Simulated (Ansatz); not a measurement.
# C2H11AlSi: molecular dynamics

Aim: let a guess near a reaction's saddle point go and see which way it falls. Runs: 150 steps of 0.5 fs at constant energy, with velocities drawn for 1000 K; 150 steps of 0.5 fs at constant energy, with velocities drawn for 100 K. Reaction type: exchange4.

All numbers below are computed with Ansatz 0.2.0 (UKS BLYP/STO-3G).

## (1) Starting point

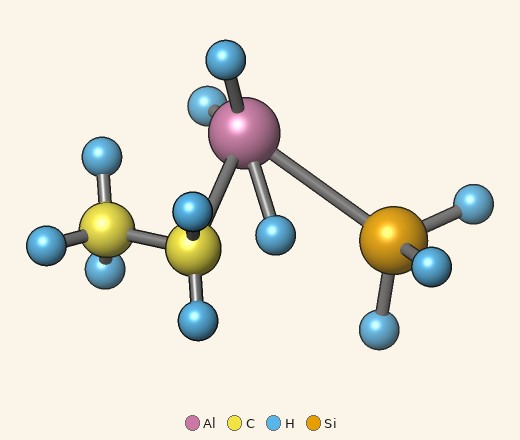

Start, viewed from a chosen angle; aluminium pink, carbon yellow, hydrogen blue, silicon amber.

Structure file:

```xyz
15

Al   -1.1908    0.5583    0.1784
C     0.7188   -0.5748    0.7605
C    -0.2959   -1.6994    0.8977
H    -1.3847    1.1060    1.6241
H    -2.4969   -0.0382   -0.4456
H     0.4690    0.3868   -0.2187
Si    0.5237    1.6453   -1.6151
H     0.8980   -0.0975    1.7271
H     1.6698   -0.9737    0.4096
H     0.0135   -2.4279    1.6466
H    -0.4417   -2.2207   -0.0508
H    -1.2828   -1.3103    1.2216
H     1.0472    0.6786   -2.6096
H     1.7672    2.2394   -1.0707
H    -0.0145    2.7282   -2.4550
```

## (2) Run 1

150 steps of 0.5 fs at constant energy, with velocities drawn for 1000 K.

input.yaml

```yaml
crystal:
  periodic: [false, false, false]
  atoms:
    - { symbol: Al, position_ang: [-1.1908, 0.5583, 0.1784] }
    - { symbol: C, position_ang: [0.7188, -0.5748, 0.7605] }
    - { symbol: C, position_ang: [-0.2959, -1.6994, 0.8977] }
    - { symbol: H, position_ang: [-1.3847, 1.106, 1.6241] }
    - { symbol: H, position_ang: [-2.4969, -0.0382, -0.4456] }
    - { symbol: H, position_ang: [0.469, 0.3868, -0.2187] }
    - { symbol: Si, position_ang: [0.5237, 1.6453, -1.6151] }
    - { symbol: H, position_ang: [0.898, -0.0975, 1.7271] }
    - { symbol: H, position_ang: [1.6698, -0.9737, 0.4096] }
    - { symbol: H, position_ang: [0.0135, -2.4279, 1.6466] }
    - { symbol: H, position_ang: [-0.4417, -2.2207, -0.0508] }
    - { symbol: H, position_ang: [-1.2828, -1.3103, 1.2216] }
    - { symbol: H, position_ang: [1.0472, 0.6786, -2.6096] }
    - { symbol: H, position_ang: [1.7672, 2.2394, -1.0707] }
    - { symbol: H, position_ang: [-0.0145, 2.7282, -2.455] }
magnetization:
  spin_polarized: true
basis:
  gaussian: { orbitals: STO-3G }
hamiltonian:
  xc: blyp
md:
  timestep: 0.5
  n_steps: 150
  ensemble: nve
  temperature: 1000.0
  initial_velocities: maxwell_boltzmann
  seed: 289144
```

Run with:

```
ansatz run input.yaml --threads 1 --pin off --max-ram 2048MiB --backend cpu --events-out ev --progress --plain --runs-dir out
```

The log of the run (excerpt; [...] marks lines left out):

```text
Warning: RAYON_NUM_THREADS=1 ignored (pool sized by the plan → 1); use --threads N
[...]
Functional definition: BLYP
[...]
533 factors; integrals over basis functions are off by at most 2.1e-5 eV
[...]
mean field -16524.22667314 eV, -607.2541297147 hartree, gradient 7.6e-5 eV, S^2 0.000000; 0 other end points of the search recorded, 0 dependent functions left out
[...]
reference -16524.22696882 eV, -607.2541405810 hartree; 25, 25 occupied and 14, 14 virtual orbitals, 533 factors
md step     0: t =     0.00 fs  T =  1000.0 K  F+E_penalty+E_count = -16524.22667314 eV  E_kin = 1.680380 eV  conserved = -16522.54629315 eV  (23 SCF iters)
[...]
md step    17: t =     8.50 fs  T =   866.7 K  F+E_penalty+E_count = -16524.00684446 eV  E_kin = 1.456429 eV  conserved = -16522.55041542 eV  (26 SCF iters)
[...]
md step    34: t =    17.00 fs  T =   847.3 K  F+E_penalty+E_count = -16523.96255783 eV  E_kin = 1.423797 eV  conserved = -16522.53876128 eV  (26 SCF iters)
[...]
md step    51: t =    25.50 fs  T =  1647.5 K  F+E_penalty+E_count = -16525.31840995 eV  E_kin = 2.768370 eV  conserved = -16522.55003983 eV  (26 SCF iters)
[...]
md step    68: t =    34.00 fs  T =  1909.1 K  F+E_penalty+E_count = -16525.75327231 eV  E_kin = 3.207960 eV  conserved = -16522.54531273 eV  (25 SCF iters)
md step    69: t =    34.50 fs  T =  1918.4 K  F+E_penalty+E_count = -16525.76982204 eV  E_kin = 3.223721 eV  conserved = -16522.54610084 eV  (25 SCF iters)
```

## (3) More of the same log: dynamics from the start

Output, continued (excerpt; [...] marks lines left out):

```text
md step    70: t =    35.00 fs  T =  1925.6 K  F+E_penalty+E_count = -16525.78300115 eV  E_kin = 3.235815 eV  conserved = -16522.54718587 eV  (24 SCF iters)
[...]
md step    90: t =    45.00 fs  T =  1431.4 K  F+E_penalty+E_count = -16524.95045967 eV  E_kin = 2.405239 eV  conserved = -16522.54522038 eV  (25 SCF iters)
[...]
md step   110: t =    55.00 fs  T =  1718.6 K  F+E_penalty+E_count = -16525.43175559 eV  E_kin = 2.887918 eV  conserved = -16522.54383775 eV  (25 SCF iters)
[...]
md step   130: t =    65.00 fs  T =  1823.7 K  F+E_penalty+E_count = -16525.61139061 eV  E_kin = 3.064520 eV  conserved = -16522.54687036 eV  (25 SCF iters)
[...]
md step   149: t =    74.50 fs  T =  1762.6 K  F+E_penalty+E_count = -16525.50936083 eV  E_kin = 2.961880 eV  conserved = -16522.54748044 eV  (24 SCF iters)
[...]
Atom 5 at     2.347139    -2.723540     1.138727 Å, force    -0.882131     0.414224    -0.622285 eV/Å
Atom 6 at     0.420281     1.824038    -1.638519 Å, force    -3.151341     1.355809     1.563816 eV/Å
Atom 7 at     1.755882    -1.277676     0.062001 Å, force     0.280026    -0.730094     2.874939 eV/Å
Atom 8 at     2.067908    -1.280699     2.087245 Å, force    -1.184560     0.017436    -2.123808 eV/Å
Atom 9 at     0.048744    -2.976130     2.141355 Å, force    -0.270245     0.816283    -0.648558 eV/Å
Atom 10 at    -0.219098    -2.759405     0.319657 Å, force     0.801256     0.069565     1.017834 eV/Å
Atom 11 at    -0.523612    -1.373301     1.335035 Å, force     0.391551    -0.219510     0.733801 eV/Å
Atom 12 at     1.082319     0.838000    -2.401311 Å, force     0.201902    -1.184319    -0.654586 eV/Å
Atom 13 at     1.505864     2.368175    -0.879089 Å, force     0.444137     0.182547     0.666655 eV/Å
Atom 14 at     0.205140     2.942490    -2.603862 Å, force    -0.138624    -0.621000     0.343105 eV/Å
Dipole moment:    -0.291202    -0.055141     0.232328 e Å
```

Run time: 15 min. Hardware: 1 thread of Arm Neoverse N1, shared host; peak memory 0.12 GiB.

## (4) The trajectory

The trajectory, every 6 steps (energies from step 0):

| time (fs) | T (K) | potential energy change (meV/atom) | total energy change (meV/atom) | Al1–Si7 (Å) | H6–C2 (Å) | Al1–C2 (Å) |
| --- | --- | --- | --- | --- | --- | --- |
| 0.0 | 1000 | 0.0 | 0.00 | 2.71 | 1.39 | 2.30 |
| 3.0 | 801 | 22.5 | 0.20 | 2.75 | 1.25 | 2.27 |
| 6.0 | 668 | 37.4 | 0.21 | 2.77 | 0.99 | 2.27 |
| 9.0 | 861 | 15.4 | -0.15 | 2.78 | 1.13 | 2.32 |
| 12.0 | 710 | 32.7 | 0.21 | 2.78 | 1.29 | 2.39 |
| 15.0 | 1013 | -1.7 | -0.29 | 2.76 | 1.12 | 2.46 |
| 18.0 | 991 | 1.2 | 0.19 | 2.72 | 1.00 | 2.54 |
| 21.0 | 1410 | -46.0 | -0.08 | 2.66 | 1.24 | 2.62 |
| 24.0 | 1390 | -43.5 | 0.21 | 2.58 | 1.22 | 2.70 |
| 27.0 | 1694 | -77.6 | 0.14 | 2.49 | 1.00 | 2.78 |
| 30.0 | 2015 | -113.9 | -0.17 | 2.38 | 1.14 | 2.87 |
| 33.0 | 1907 | -101.6 | 0.10 | 2.28 | 1.25 | 2.98 |
| 36.0 | 1901 | -101.0 | -0.15 | 2.17 | 1.08 | 3.09 |
| 39.0 | 1813 | -91.4 | -0.27 | 2.08 | 1.05 | 3.22 |
| 42.0 | 1503 | -56.3 | 0.09 | 2.03 | 1.24 | 3.36 |
| 45.0 | 1431 | -48.3 | 0.07 | 2.02 | 1.16 | 3.50 |
| 48.0 | 1559 | -62.6 | 0.08 | 2.05 | 1.02 | 3.63 |
| 51.0 | 1718 | -80.4 | 0.08 | 2.11 | 1.17 | 3.76 |
| 54.0 | 1734 | -82.2 | 0.09 | 2.19 | 1.21 | 3.90 |
| 57.0 | 1856 | -95.8 | 0.06 | 2.28 | 1.05 | 4.05 |
| 60.0 | 2109 | -124.6 | -0.32 | 2.38 | 1.09 | 4.19 |
| 63.0 | 1943 | -105.8 | -0.12 | 2.47 | 1.21 | 4.33 |
| 66.0 | 1675 | -75.5 | 0.12 | 2.54 | 1.11 | 4.47 |
| 69.0 | 1734 | -82.4 | -0.15 | 2.60 | 1.06 | 4.60 |
| 72.0 | 1725 | -81.0 | 0.19 | 2.66 | 1.18 | 4.73 |
| 75.0 | 1693 | -77.6 | 0.07 | 2.71 | 1.14 | 4.87 |

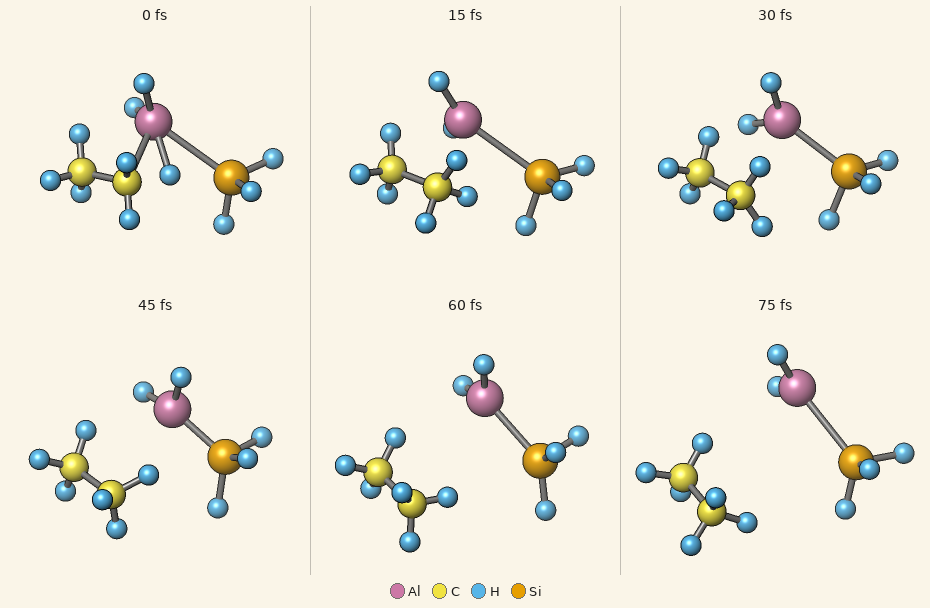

The system at six times, viewed from a chosen angle. Sticks join atoms within a bonding distance in each frame.

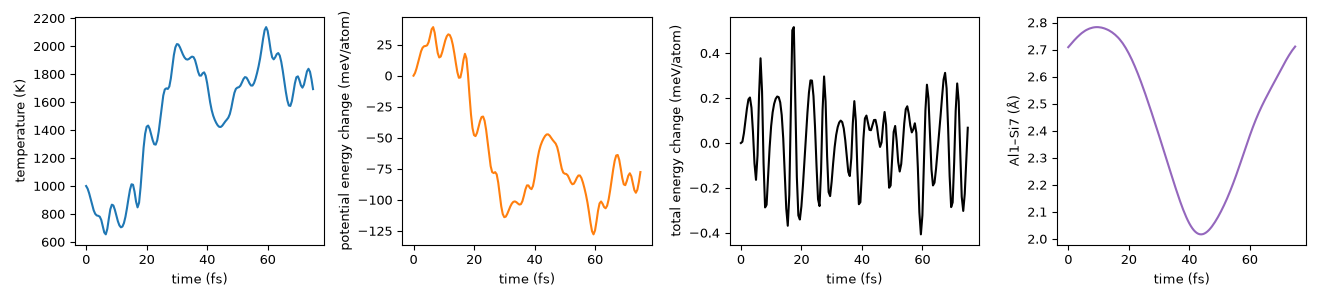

Traces against time; each panel has its own scale.

Bonds that form or break, judged by distance (formed within 1.15 times the sum of covalent radii and held on average over 12 fs, broken when stretched by half; pairs already stretched at the start don't count as bonds):

| time (fs) | bond | event |
| --- | --- | --- |
| 4.0 | C2–H6 | forms |
| 15.0 | Al1–H6 | breaks |
| 24.0 | Al1–Si7 | forms |

## (5) Frames from the trajectory

Positions (Å) and forces (eV/Å):

```xyz
15
time_fs=10.5 T=748 dE=0.4258
Al   -1.208    0.548    0.235   -1.007    2.581   -2.269
C     0.804   -0.579    0.723   -0.844    0.260   -2.572
C    -0.355   -1.666    0.908    0.671   -0.078    0.069
H    -1.763    0.738    1.758    1.019    0.226   -1.794
H    -2.207   -0.011   -0.843    0.495   -0.095    1.047
H     0.723   -0.078   -0.418    0.010   -1.000    3.310
Si    0.525    1.667   -1.632   -2.907    1.371    2.090
H     0.911    0.218    1.496    0.056   -0.362   -0.095
H     1.717   -1.135    0.582    1.245   -0.689    0.592
H    -0.154   -2.387    1.712    0.414   -0.118    0.356
H    -0.371   -2.198   -0.038   -0.141   -0.778   -0.640
H    -1.394   -1.331    1.090   -0.103    0.239    0.207
H     1.061    0.721   -2.480    0.665   -2.042   -1.309
H     1.756    2.195   -1.121    0.490    0.542    0.443
H     0.088    2.642   -2.662   -0.061   -0.056    0.566
15
time_fs=21.5 T=1370 dE=-0.6206
Al   -1.230    0.645    0.161    1.609    1.841   -2.360
C     0.948   -0.722    0.732   -1.442    0.761   -3.845
C    -0.368   -1.700    0.891    2.841   -0.241    2.494
H    -1.614    0.871    1.624    0.068    0.330   -0.379
H    -1.934   -0.323   -0.729   -0.863   -0.117   -0.135
H     1.137   -0.448   -0.488   -0.196   -0.979    4.073
Si    0.469    1.676   -1.594   -3.201    0.746    2.545
H     0.904    0.226    1.328   -0.384   -0.153   -0.269
H     1.793   -1.238    1.168    0.989   -0.874   -0.058
H    -0.104   -2.229    1.853   -0.432   -0.134   -0.640
H    -0.434   -2.441    0.097   -0.025   -0.279   -0.649
H    -1.347   -1.269    1.108   -0.433    0.424   -0.128
H     0.897    0.509   -2.249    0.704   -0.954   -1.076
H     1.618    2.317   -1.036    0.796    0.139    0.281
H     0.020    2.669   -2.595   -0.030   -0.507    0.143
15
time_fs=32.0 T=1940 dE=-1.5792
Al   -1.211    0.794   -0.018    0.457    0.300   -1.729
C     1.033   -0.938    0.769    1.958    1.295   -3.039
C    -0.239   -1.765    0.966   -0.507   -1.890    0.463
H    -1.416    1.337    1.285   -0.227    0.876    2.007
H    -2.138   -0.281   -0.420   -0.714   -0.279   -0.669
H     1.687   -0.956   -0.291   -2.789    0.092    2.569
Si    0.352    1.668   -1.480    0.705   -1.409   -1.275
H     0.775    0.129    1.060    0.990   -0.644   -0.162
H     1.759   -1.351    1.425    1.453   -0.126    1.671
H    -0.230   -2.367    1.926    0.176    0.622   -0.719
H    -0.450   -2.468    0.154    0.133   -0.469   -0.462
H    -1.107   -1.119    0.996   -0.857    0.296    0.398
H     0.900    0.473   -2.269   -0.431    1.195    0.717
H     1.568    2.313   -0.961   -0.391    0.014   -0.006
H    -0.185    2.510   -2.552    0.042    0.125    0.236
15
time_fs=43.0 T=1451 dE=-0.7577
Al   -1.224    0.962   -0.196   -5.418   -1.503    4.397
C     1.219   -1.151    0.884    0.141    0.262   -4.441
C    -0.167   -1.904    1.025    0.696   -0.748    2.393
H    -1.193    1.879    1.020   -0.346   -0.410    0.303
H    -2.528    0.154   -0.424    0.808    0.186   -0.073
H     1.578   -1.575   -0.232    0.198    1.360    3.648
Si    0.248    1.647   -1.397    6.460    0.427   -5.398
H     1.138   -0.021    0.741   -0.491   -1.036    0.013
H     1.926   -1.211    1.723    0.416   -1.040    0.061
H    -0.224   -2.483    2.023    0.217    0.490   -1.461
H    -0.308   -2.605    0.174   -0.267    0.161    0.274
H    -0.987   -1.188    1.109   -0.817    0.440   -0.356
H     0.994    0.623   -2.320   -0.919    1.381    1.136
H     1.347    2.435   -0.762   -0.717   -0.353   -0.315
H    -0.421    2.516   -2.348    0.040    0.382   -0.181
15
time_fs=53.5 T=1757 dE=-1.2723
Al   -1.393    1.091   -0.219   -2.603    0.248    2.188
C     1.388   -1.352    0.938    0.836   -1.337   -1.556
C    -0.098   -2.013    1.130    1.965   -2.295   -0.278
H    -1.286    2.062    1.075   -0.510   -1.343   -1.144
H    -2.776    0.421   -0.654    1.333    0.393    0.496
H     2.157   -2.013    0.249   -2.637    1.618    1.076
Si    0.295    1.671   -1.465    1.946    0.127   -0.785
H     1.292   -0.285    0.489    0.547   -1.498    0.984
H     1.950   -1.448    1.901   -0.510    1.118    0.063
H    -0.103   -2.693    2.064   -0.207    1.251   -1.087
H    -0.297   -2.708    0.271    0.215    0.180    0.258
H    -0.961   -1.344    1.107   -0.207    0.965    0.544
H     1.141    0.850   -2.410   -0.570    0.855    0.688
H     1.045    2.578   -0.570    0.443   -0.591   -0.544
H    -0.468    2.679   -2.159   -0.038    0.310   -0.903
15
time_fs=64.5 T=1888 dE=-1.4945
Al   -1.636    1.219   -0.187    1.480    0.149   -0.355
C     1.496   -1.625    1.040    2.525    2.347   -1.138
C     0.073   -2.151    1.178   -1.396   -0.790    1.532
H    -1.814    1.774    1.264    0.318   -0.235   -0.854
H    -2.820    0.496   -0.780   -0.094   -0.099   -0.132
H     2.211   -2.399    0.512   -0.905    1.530    1.684
Si    0.383    1.736   -1.573   -2.144    1.135    1.758
H     1.542   -0.625    0.402   -0.346   -2.195    0.505
H     1.792   -1.157    2.062    0.371   -1.629   -1.249
H    -0.059   -2.695    2.181    0.350    0.071   -1.319
H    -0.291   -2.823    0.340    0.171    0.876    0.618
H    -0.534   -1.240    1.351   -0.782   -0.176   -0.642
H     1.307    1.199   -2.498    0.386   -1.421   -0.614
H     1.300    2.442   -0.687   -0.030    0.226    0.036
H    -0.198    2.774   -2.431    0.097    0.211    0.171
15
time_fs=75.0 T=1693 dE=-1.1636
Al   -1.820    1.333   -0.192    4.054    0.472   -2.849
C     1.647   -1.825    1.129    2.159    0.537   -0.555
C     0.168   -2.254    1.273   -1.300   -0.904   -0.677
H    -2.085    1.537    1.203   -0.075    0.617    1.919
H    -2.809    0.570   -0.910   -1.331   -0.823   -0.989
H     2.347   -2.724    1.139   -0.882    0.414   -0.622
Si    0.420    1.824   -1.639   -3.151    1.356    1.564
H     1.756   -1.278    0.062    0.280   -0.730    2.875
H     2.068   -1.281    2.087   -1.185    0.017   -2.124
H     0.049   -2.976    2.141   -0.270    0.816   -0.649
H    -0.219   -2.759    0.320    0.801    0.070    1.018
H    -0.524   -1.373    1.335    0.392   -0.220    0.734
H     1.082    0.838   -2.401    0.202   -1.184   -0.655
H     1.506    2.368   -0.879    0.444    0.182    0.667
H     0.205    2.942   -2.604   -0.139   -0.621    0.343
```

On run 1: At the last frame the bonds meant to form are there and those meant to break are gone: it fell to the products. The temperature starts at 1000 K and averages 1735 K in the second half, where it ranges from 1422 to 2136 K; the start was no minimum (force components up to 2.2 eV/Å), and the potential energy that it sheds (82 meV/atom) turns into motion, which in so few atoms is no thermal temperature. The total energy strays from its start by at most 0.52 meV/atom, 0.3 % of the mean kinetic energy, which is good for a step of 0.5 fs. The bonding pattern changes, first at 4.0 fs: C2–H6 forms. By that distance rule the pieces at the end are AlH5Si + C2H6; a long dative bond can count as broken.

## (6) Run 2

150 steps of 0.5 fs at constant energy, with velocities drawn for 100 K.

input.yaml, as its differences from that of step 2:

```diff
@@ -28,4 +28,4 @@
   ensemble: nve
-  temperature: 1000.0
+  temperature: 100.0
   initial_velocities: maxwell_boltzmann
-  seed: 289144
+  seed: 455001
```

Run with:

```
ansatz run input.yaml --threads 1 --pin off --max-ram 2048MiB --backend cpu --events-out ev --progress --plain --runs-dir out
```

The log of the run (excerpt; [...] marks lines left out):

```text
Warning: RAYON_NUM_THREADS=1 ignored (pool sized by the plan → 1); use --threads N
[...]
Functional definition: BLYP
[...]
533 factors; integrals over basis functions are off by at most 2.1e-5 eV
[...]
mean field -16524.22667314 eV, -607.2541297147 hartree, gradient 7.6e-5 eV, S^2 0.000000; 0 other end points of the search recorded, 0 dependent functions left out
[...]
reference -16524.22696882 eV, -607.2541405810 hartree; 25, 25 occupied and 14, 14 virtual orbitals, 533 factors
md step     0: t =     0.00 fs  T =   100.0 K  F+E_penalty+E_count = -16524.22667314 eV  E_kin = 0.168038 eV  conserved = -16524.05863514 eV  (23 SCF iters)
[...]
md step    18: t =     9.00 fs  T =   722.3 K  F+E_penalty+E_count = -16525.27926844 eV  E_kin = 1.213694 eV  conserved = -16524.06557422 eV  (24 SCF iters)
[...]
md step    36: t =    18.00 fs  T =   920.6 K  F+E_penalty+E_count = -16525.60188016 eV  E_kin = 1.546917 eV  conserved = -16524.05496287 eV  (24 SCF iters)
[...]
md step    54: t =    27.00 fs  T =  1386.1 K  F+E_penalty+E_count = -16526.39844710 eV  E_kin = 2.329113 eV  conserved = -16524.06933361 eV  (24 SCF iters)
[...]
md step    72: t =    36.00 fs  T =  1066.5 K  F+E_penalty+E_count = -16525.85431999 eV  E_kin = 1.792068 eV  conserved = -16524.06225164 eV  (25 SCF iters)
md step    73: t =    36.50 fs  T =  1144.8 K  F+E_penalty+E_count = -16525.98951792 eV  E_kin = 1.923660 eV  conserved = -16524.06585807 eV  (24 SCF iters)
md step    74: t =    37.00 fs  T =  1186.9 K  F+E_penalty+E_count = -16526.06337782 eV  E_kin = 1.994457 eV  conserved = -16524.06892069 eV  (25 SCF iters)
```

## (7) The output, continued: dynamics from the start

Output, continued (excerpt; [...] marks lines left out):

```text
md step    75: t =    37.50 fs  T =  1171.4 K  F+E_penalty+E_count = -16526.03753066 eV  E_kin = 1.968379 eV  conserved = -16524.06915136 eV  (24 SCF iters)
[...]
md step    94: t =    47.00 fs  T =  1472.4 K  F+E_penalty+E_count = -16526.53969744 eV  E_kin = 2.474162 eV  conserved = -16524.06553546 eV  (24 SCF iters)
[...]
md step   113: t =    56.50 fs  T =  1232.1 K  F+E_penalty+E_count = -16526.12997225 eV  E_kin = 2.070401 eV  conserved = -16524.05957139 eV  (25 SCF iters)
[...]
md step   132: t =    66.00 fs  T =   961.7 K  F+E_penalty+E_count = -16525.67395010 eV  E_kin = 1.616005 eV  conserved = -16524.05794488 eV  (24 SCF iters)
[...]
md step   149: t =    74.50 fs  T =  1177.4 K  F+E_penalty+E_count = -16526.04214050 eV  E_kin = 1.978541 eV  conserved = -16524.06359959 eV  (24 SCF iters)
[...]
Atom 5 at     2.072508    -1.059078     0.723175 Å, force    -1.635999    -2.257966     1.732850 eV/Å
Atom 6 at     0.370034     1.917632    -1.757604 Å, force    -2.954293    -1.801890     1.968819 eV/Å
Atom 7 at     1.807295    -1.409275     2.532953 Å, force     0.082222    -1.351225    -1.397402 eV/Å
Atom 8 at     2.343088    -2.816079     1.306447 Å, force    -1.146794     0.991738     0.689786 eV/Å
Atom 9 at    -0.245005    -3.134981     1.917367 Å, force     0.464655     0.850409    -0.380696 eV/Å
Atom 10 at    -0.174299    -2.350132     0.266313 Å, force     0.234013    -0.354264     0.272513 eV/Å
Atom 11 at    -0.478009    -1.336500     1.655742 Å, force    -0.100753     0.074656     0.471592 eV/Å
Atom 12 at     0.954614     0.743083    -2.403500 Å, force    -0.003535     0.133514    -0.033823 eV/Å
Atom 13 at     1.400173     2.479827    -0.946673 Å, force     0.638327     0.420779     0.324486 eV/Å
Atom 14 at     0.043808     2.849343    -2.786862 Å, force    -0.048883     0.570440    -0.607803 eV/Å
Dipole moment:    -0.175353    -0.001006     0.084682 e Å
```

Run time: 15 min. Hardware: 1 thread of Arm Neoverse N1, shared host; peak memory 0.12 GiB.

[end of part 1 of 2]
